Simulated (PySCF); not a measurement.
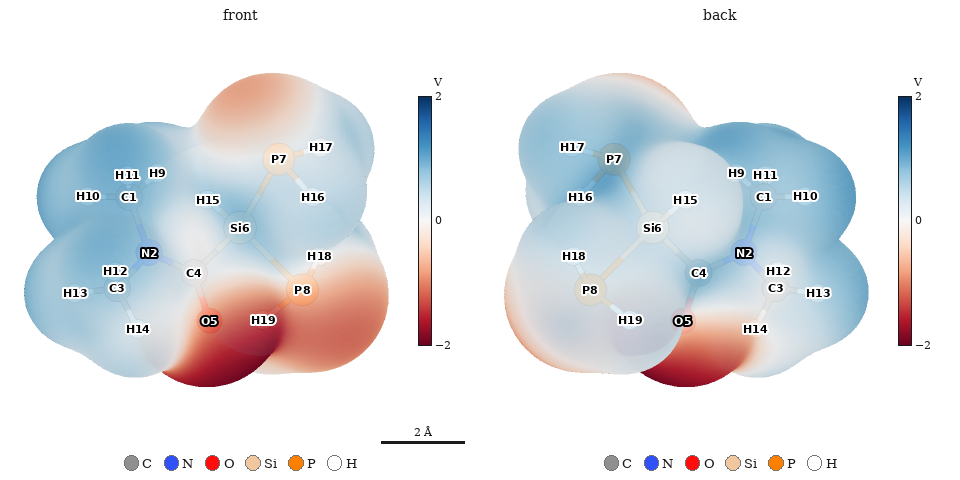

*C$_{3}$H$_{11}$NOP$_{2}$Si (SMILES CN(C)C(=O)[SiH](P)P). The molecular electrostatic potential painted on the density surface at 0.002 e/bohr³, seen from the front and from behind; the colour scale runs from red (negative) to blue (positive).*

Geometry: PBE0-D3(BJ)/def2-SVP.

All numbers below come from PySCF 2.14.0, PBE0/pcSseg-1, SCF density, gas phase, non-relativistic.

```csv
atom,x (Å),y (Å),z (Å)
C,-1.5875,0.3866,-1.1307
N,-1.3862,-0.1815,0.1740
C,-2.5679,-0.4872,0.9435
C,-0.1613,-0.4796,0.6867
O,-0.0068,-0.9973,1.7840
Si,1.4805,-0.0769,-0.2618
P,1.6599,2.1711,-0.5201
P,3.0142,-0.9053,1.1638
H,-0.6261,0.5936,-1.6192
H,-2.1588,-0.2992,-1.7805
H,-2.1404,1.3392,-1.0672
H,-3.1694,0.4219,1.1116
H,-3.1980,-1.2271,0.4206
H,-2.2496,-0.9001,1.9084
H,1.5010,-0.6667,-1.6400
H,1.8476,2.3884,0.8795
H,3.0614,2.1286,-0.7988
H,4.0376,-0.9421,0.1611
H,2.6191,-2.2600,0.9449
```

Which sites attract a positive test charge, and which a negative one?

A positive charge is drawn to the negative regions and a negative charge to the positive ones. The most negative region (about −1.9 V) lies over O5, the most positive (about +1.0 V) over Si6, H9, H10 and H11. O5 is the likeliest acceptor of a hydrogen bond.
